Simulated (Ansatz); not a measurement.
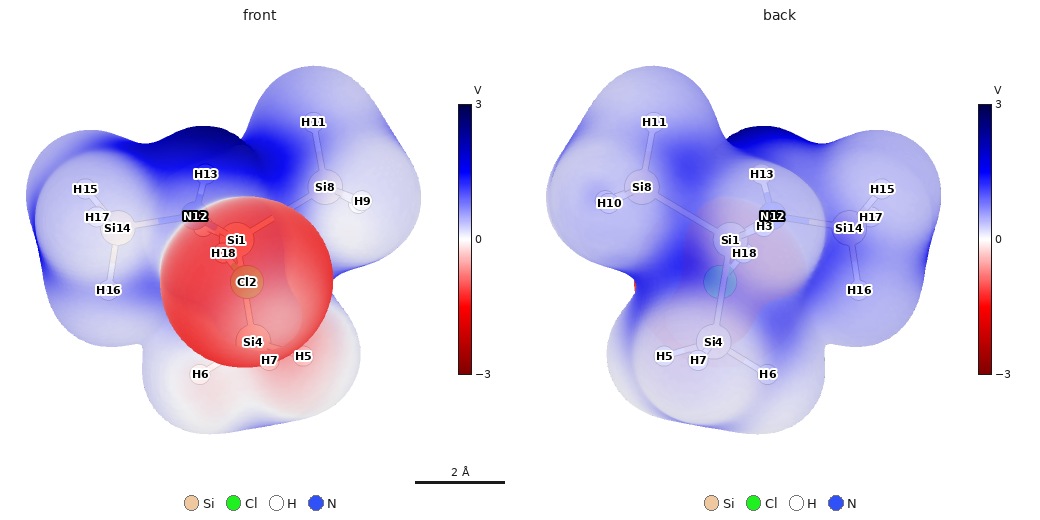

Figure 1: H11NSi4···HCl. The electrostatic potential painted on the density surface at 0.002 e/bohr³, seen from the front and from behind; the colour scale runs from red (negative) to blue (positive).

These are results of Ansatz, RKS PBE0/6-31G*, not measurements.

The calculation's input:

```
crystal:
  periodic: [false, false, false]
  atoms:
    - { symbol: Si, position_ang: [0.235521, -0.742488, -0.391437] }
    - { symbol: Cl, position_ang: [-1.796724, -0.319318, 2.229977] }
    - { symbol: H, position_ang: [1.314942, -0.760081, -1.433297] }
    - { symbol: Si, position_ang: [-0.410922, 1.51865, -0.247602] }
    - { symbol: H, position_ang: [-1.891996, 1.670812, -0.276679] }
    - { symbol: H, position_ang: [0.126074, 2.184128, 0.975536] }
    - { symbol: H, position_ang: [0.146084, 2.230982, -1.438534] }
    - { symbol: Si, position_ang: [-1.441848, -2.152707, -1.229884] }
    - { symbol: H, position_ang: [-2.394913, -2.588597, -0.170966] }
    - { symbol: H, position_ang: [-2.199464, -1.42891, -2.29119] }
    - { symbol: H, position_ang: [-0.831153, -3.371224, -1.838197] }
    - { symbol: "N", position_ang: [0.972967, -1.451386, 1.090569] }
    - { symbol: H, position_ang: [0.457479, -2.244309, 1.460506] }
    - { symbol: Si, position_ang: [2.685114, -1.440887, 1.43653] }
    - { symbol: H, position_ang: [3.409745, -2.63349, 0.899922] }
    - { symbol: H, position_ang: [3.248231, -0.209669, 0.818193] }
    - { symbol: H, position_ang: [2.906523, -1.406247, 2.911369] }
    - { symbol: H, position_ang: [-0.479558, -0.38036, 2.436782] }
basis:
  gaussian: { orbitals: "6-31G*" }
hamiltonian:
  xc: pbe0
relax:
  f_tol: 0.03
  max_steps: 50
output:
  orbitals: {}
```

Launched as:

```sh
ansatz run input.yaml --threads 4 --pin off --max-ram 5120MiB --backend cpu --events-out ev --progress --plain --runs-dir out
```

The fields are those of the relaxed geometry.

> Where is the surface potential most negative and most positive?

The most negative region (about −1.2 V) lies over Cl2, the most positive (about +2.4 V) over H13.
